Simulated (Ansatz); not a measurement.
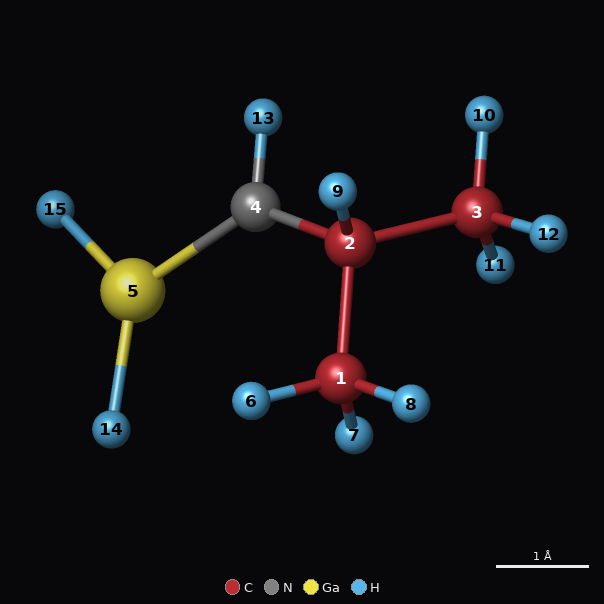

Orthographic view with a scale bar. The computed structure is the end point of a PBE0-D4/def2-TZVP optimisation.

Write Cartesian coordinates in Å in the frame of the picture: x to the right, y up, z towards the viewer, origin at the mean of the atomic positions.

```xyz
15
C3H10GaN
C    0.18  -1.12   0.89
C    0.28   0.35   0.54
C    1.66   0.69   0.00
N   -0.75   0.75  -0.40
Ga  -2.09  -0.16  -1.23
H   -0.80  -1.37   1.31
H    0.32  -1.74  -0.01
H    0.94  -1.40   1.61
H    0.14   0.92   1.48
H    1.74   1.75  -0.24
H    1.86   0.12  -0.91
H    2.44   0.46   0.73
H   -0.67   1.72  -0.65
H   -2.32  -1.68  -0.94
H   -2.93   0.72  -2.20
```
